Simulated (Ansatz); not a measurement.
ClGeH4N

The calculation's input:

```
crystal:
  periodic: [false, false, false]
  atoms:
    - { symbol: Ge, position_ang: [-0.7523, -0.1982, 0.1621] }
    - { symbol: Cl, position_ang: [0.9307, 1.4117, 1.2963] }
    - { symbol: "N", position_ang: [0.7182, -0.5937, -0.741] }
    - { symbol: H, position_ang: [1.3627, 0.3283, -0.0211] }
    - { symbol: H, position_ang: [-1.9859, 0.595, -0.2665] }
    - { symbol: H, position_ang: [-1.0708, -1.136, 1.3032] }
    - { symbol: H, position_ang: [0.7973, -0.4069, -1.7329] }
magnetization:
  spin_polarized: true
basis:
  gaussian: { orbitals: def2-SVP }
hamiltonian:
  xc: b3lyp
relax:
  f_tol: 0.15
  max_steps: 25
  restrain:
    - { distance: [3, 1], at: 2.63, k: 30.0 }
    - { distance: [0, 1], at: 2.22, k: 30.0 }
    - { distance: [3, 2], at: 1.02, k: 30.0 }
output:
  orbitals: {}
```

Command:

```sh
ansatz run input.yaml --threads 2 --pin off --max-ram 3072MiB --backend cpu --events-out ev --progress --plain --runs-dir out
```

The fields are those of the run's last geometry, not of the input's.

Level of theory: UKS B3LYP/def2-SVP (Ansatz).

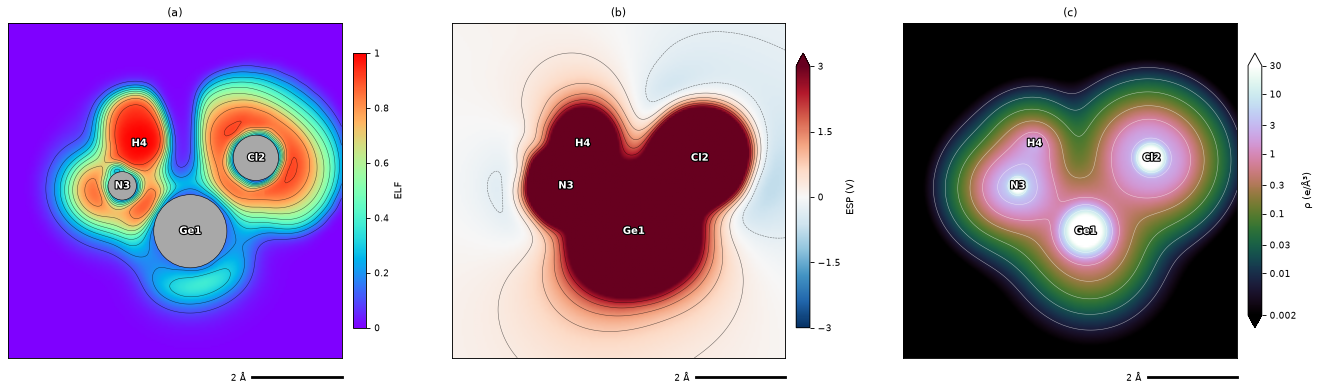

Figure 1. (a) electron localisation function; (b) molecular electrostatic potential; (c) total electron density on the plane of atoms Ge1, N3 and H4. Grey discs cover the atomic cores in the ELF map.

**What does the map show?**

Atoms in the plane: Ge, Cl, N and H.
Ge–N (1.84 Å): ρ is about 0.98 e/Å³ halfway; the ELF peaks at about 0.85 in the valence shell of N, 0.7 Å from its nucleus, and is about 0.50 at the midpoint.
Ge–Cl (2.21 Å): ρ at the midpoint is about 0.65 e/Å³; the ELF peaks at about 0.85 in the valence shell of Cl, 0.9 Å from its nucleus, and is about 0.65 at the midpoint.
N–H (1.02 Å): ρ at the midpoint is about 2.7 e/Å³; the ELF climbs to about 1 towards the hydrogen, as it does in any bond to H; a covalent bond by its length.
The ELF also peaks beside Cl2, away from the bonds: lone-pair regions.
Outside the dense part of the molecule the potential is most negative (−0.7 V) near Cl2.

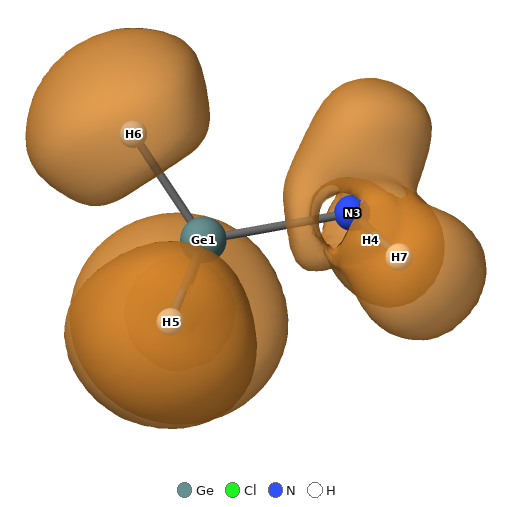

Figure 2. Isosurface of the ELF at 0.75 (orange), seen from one side. Only the valence region is drawn (cores and ρ < 0.01 e/Å³ removed).

**Describe the localisation domains.**

At this value the surface marks out two regions around hydrogen nuclei, one region wrapped around Cl (its valence shell) and one joined region spread over several atoms (H, N), in which their bonds and any lone pairs are merged.

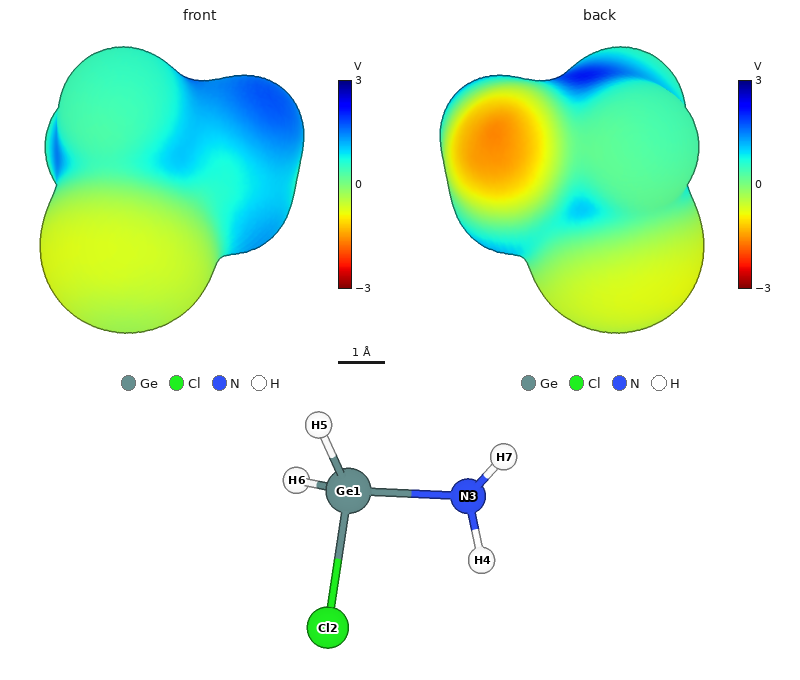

Figure 3. The electrostatic potential painted on the density surface at 0.002 e/bohr³, seen from the front and from behind; red is negative and blue positive. The bare structure is drawn below in the same view.

**Where is the surface potential most negative and most positive?**

The most negative region (about −1.5 V) lies over N3, the most positive (about +2.0 V) over Ge1. N3 is the likeliest acceptor of a hydrogen bond.

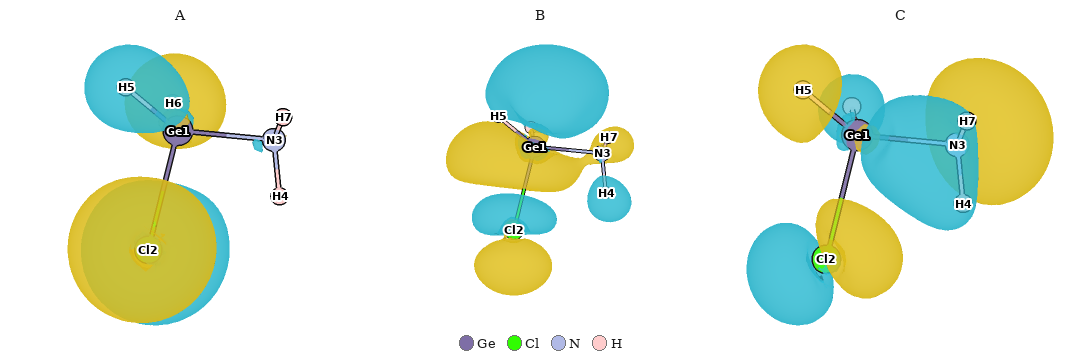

Figure 4. Three frontier orbitals at ±0.08 Å⁻³ᐟ² (yellow and cyan are the two phases), in no order.

**Order the three orbitals by energy and name them.**

A is the HOMO−1 (−8.19 eV). It lies mainly on Cl2 (about 80 %) and Ge1 (about 10 %); largely a lone pair of Cl2. C is the HOMO (−7.25 eV). By Hirshfeld shares it lies mainly on N3 (about 65 %), Cl2 (about 10 %) and Ge1 (about 10 %). B is the LUMO (−0.26 eV). Its weight (Hirshfeld) is mainly on Ge1 (about 55 %), Cl2 (about 25 %), H6 (about 5 %) and H5 (about 5 %).

**What is the HOMO–LUMO gap?**

6.99 eV between the orbital energies.
